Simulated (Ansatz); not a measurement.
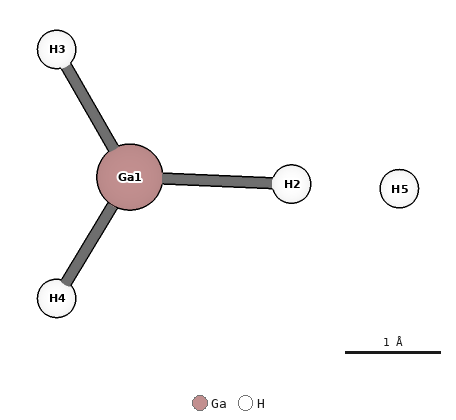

**Figure 1.** The structure (ball-and-stick view, seen at a tilt; atoms are numbered from 1 in the order of the input). Sticks mark near contacts. Bond lengths as drawn: Ga–H 1.58 to 1.72 Å.

Frequency calculation of GaH$_{4}$

System: GaH$_{4}$, multiplicity 2.
Method: UHF/def2-SVP (Ansatz 0.2.0).

It belongs to a series of runs on one base structure; here: vibrations at the highest image of the band. Figures and captions count atoms from 1; the log counts them from 0 in places.

## The input
```yaml
crystal:
  periodic: [false, false, false]
  atoms:
    - { symbol: Ga, position_ang: [0.000197, -0.000106, 0.000117] }
    - { symbol: H, position_ang: [-0.000519, 0.000342, 1.720008] }
    - { symbol: H, position_ang: [1.372736, 0.001748, -0.777897] }
    - { symbol: H, position_ang: [-1.371802, -0.002452, -0.778862] }
    - { symbol: H, position_ang: [-0.000613, 0.000468, 2.866634] }
magnetization:
  spin_polarized: true
  initial_magnetization: 1
basis:
  gaussian: { orbitals: def2-SVP }
hamiltonian:
  xc: hf
phonons: {}
```

Launched with:
```bash
ansatz run input.yaml --threads 1 --pin off --max-ram 2048MiB --backend cpu --events-out ev --progress --plain --runs-dir out
```

## Log
```
Engine: ansatz 0.2.0, aarch64-unknown-linux-gnu
Functional definition: HF
  exchange = exact_x
  correlation = 0
564 factors; integrals over basis functions are off by at most 3.7e-4 eV
mean field evaluation 1: about -52386.3384 eV, gradient 7.7e0 eV
mean field evaluation 2: about -52386.3468 eV, gradient 7.7e0 eV
mean field evaluation 4: about -52387.1653 eV, gradient 2.3e0 eV
mean field evaluation 8: about -52387.2624 eV, gradient 1.1e-1 eV
mean field -52387.26281099 eV, -1925.1963989418 hartree, gradient 8.5e-6 eV, S^2 0.780265; 0 other end points of the search recorded, 0 dependent functions left out
the calculation of the forces begins
reference -52387.26281099 eV, -1925.1963989418 hartree; 18, 17 occupied and 34, 35 virtual orbitals, 564 factors
these checks for a lower state are left out or cut short: stability, starts, cluster_reference, orbital_swaps, neighbouring_geometries, increment
564 factors; integrals over basis functions are off by at most 3.7e-4 eV
mean field evaluation 16: about -52387.2627 eV, gradient 6.1e-5 eV
mean field -52387.26273680 eV, -1925.1963962155 hartree, gradient 9.9e-7 eV, S^2 0.780265; 0 other end points of the search recorded, 0 dependent functions left out
[... from here on the field's lines of each further geometry are left out, up to the last ...]
the calculation of the forces begins
reference -52387.26281536 eV, -1925.1963991023 hartree; 18, 17 occupied and 34, 35 virtual orbitals, 564 factors
these checks for a lower state are left out or cut short: stability, starts, cluster_reference, orbital_swaps, neighbouring_geometries, increment
564 factors; integrals over basis functions are off by at most 3.7e-4 eV
mean field -52387.26281537 eV, -1925.1963991029 hartree, gradient 1.6e-6 eV, S^2 0.780312; 0 other end points of the search recorded, 0 dependent functions left out
the calculation of the forces begins
reference -52387.26281537 eV, -1925.1963991029 hartree; 18, 17 occupied and 34, 35 virtual orbitals, 564 factors
WARN: phonons: modes at or below zero, which the zero-point energy, F, S and C_V leave out: 1, the lowest at -1730.13 cm⁻¹. A minimum has none, and a first-order saddle one
Total energy: -52387.26281099 eV, -1925.1963989418 hartree
Atom 0 at     0.000197    -0.000106     0.000117 Å, force    -0.000369    -0.000016    -0.000030 eV/Å
Atom 1 at    -0.000519     0.000342     1.720008 Å, force     0.000422    -0.000041     0.000119 eV/Å
Atom 2 at     1.372736     0.001748    -0.777897 Å, force     0.000155     0.000013     0.000044 eV/Å
Atom 3 at    -1.371802    -0.002452    -0.778862 Å, force    -0.000061     0.000013    -0.000125 eV/Å
Atom 4 at    -0.000613     0.000468     2.866634 Å, force    -0.000147     0.000032    -0.000009 eV/Å
Dipole moment:     0.000076    -0.000009    -0.126705 e Å
Vibrations: -1730.13 271.90 302.99 794.98 845.58 912.77 992.54 2013.24 2016.81 cm⁻¹, zero-point energy 0.505286 eV
```

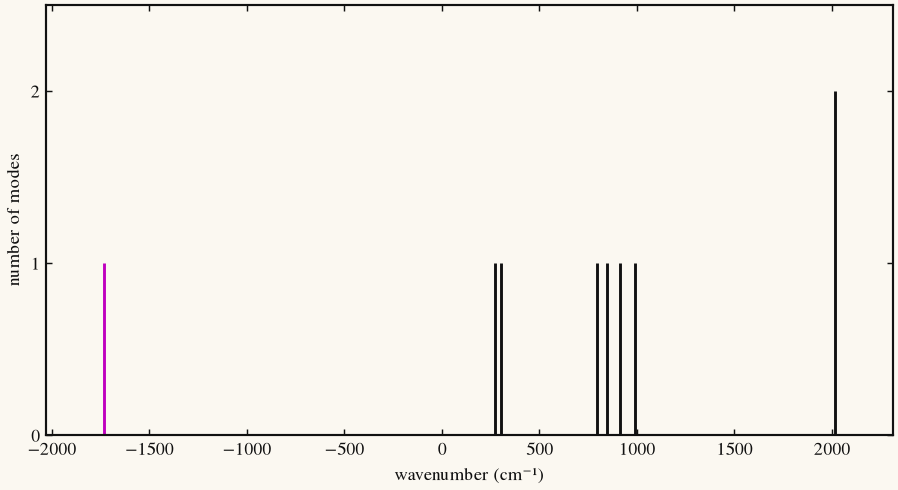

**Figure 2.** Harmonic vibrational wavenumbers from the force constants; neighbouring modes closer than 17 cm⁻¹ are counted in one stick, and imaginary ones are drawn at negative wavenumbers. 9 modes from 1730i to 2017 cm⁻¹, 1 imaginary beyond 8i (1730i cm⁻¹): a first-order saddle point, if the geometry is stationary.

## Key numbers

```json
{"quantity": "outcome", "value": "converged"}
{"quantity": "total energy", "value": "−52387.2628 eV"}
{"quantity": "mean-field energy", "value": "−52387.2628 eV"}
{"quantity": "⟨S²⟩", "value": "0.780"}
{"quantity": "largest force (length of the vector)", "value": "under 0.001 eV/Å"}
{"quantity": "hardware", "value": "1 thread of Arm Neoverse N1, 24 GiB of memory available, shared host"}
{"quantity": "wall time", "value": "21 s"}
{"quantity": "peak memory", "value": "0.097 GiB"}
```
